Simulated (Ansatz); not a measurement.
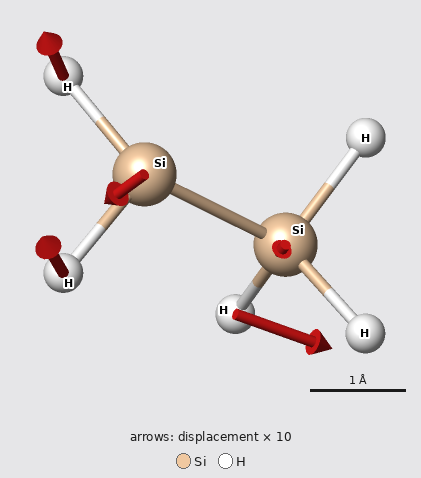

A constrained relaxation of Si2H5 (multiplicity 2). The starting structure is drawn; red arrows show the displacements, magnified 10 times. The two geometries are superimposed by the best rigid fit.

The picture is a ball-and-stick view, seen at a tilt.

Theory: UKS PBE0-D4/def2-TZVP (Ansatz). (held fixed: the distance between atoms 1 (Si) and 2 (Si), counting from 1; force threshold 0.005 eV/Å; at most 200 steps)

Question: Atoms of which element are displaced furthest, and by how much?

Answer: Hydrogen: up to 0.12 Å, against 0.07 Å for silicon.

Question: What happened in the run?

Answer: The largest move after the best rigid fit is that of an H atom, 0.12 Å. Largest moves by element: H 0.12 Å, Si 0.07 Å. Some distances before and after: H–Si 1.490 → 1.497 Å. Among the angles between lasting bonds that change: Si–Si–H 114.5° → 118.5°, Si–Si–H 114.5° → 118.5°, Si–Si–H 112.7° → 116.0°. Over 5 accepted moves (6 points after the start) the energy falls by 0.019 eV. Largest force component: 0.14 eV/Å at the start, 0.0013 eV/Å at the end. The line search rejected the trial step at point 3 of the run.
